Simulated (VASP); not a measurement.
Data:

```xyz
8
Lattice="-0.0009 5.8912 5.8868 5.8912 -0.0009 5.8868 2.9451 2.9451 0.0000" Properties=species:S:1:pos:R:3 pbc="T T T"
Cd     5.8903     5.8903    11.6954
Cd     5.9304     8.7953     8.8671
Cd     8.7953     5.9304     8.8671
Cd     5.8903     5.8903     5.8910
Se     1.4726     1.4726     1.4815
S      4.4095     1.4808     4.4143
S      1.4808     4.4095     4.4143
S      4.4177     4.4177     7.3507
```

All values below come from PBEsol GGA, VASP's PBE PAW potentials (set 64) (plane waves; VASP). Numerical set-up: 400 eV cut-off, 4×4×7 Γ-centred mesh, tetrahedra with Blöchl corrections, potentials Cd Se S.

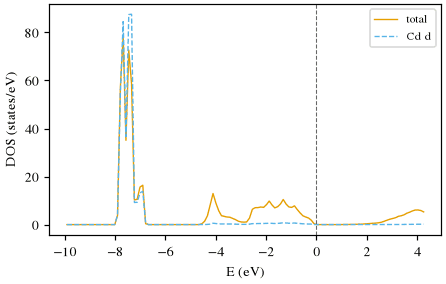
*Total and projected density of states, zero at the valence-band maximum*

Within 2 eV below the valence-band maximum the largest weight inside VASP's projection spheres is S p, then Se p.

The gap is direct, 0.77 eV, from the valence maximum at Γ to the conduction minimum at Γ.

The structure was generated: Cd4S3Se was put into an ordered model structure (Amm2), which need not be its known phase. It was relaxed first.
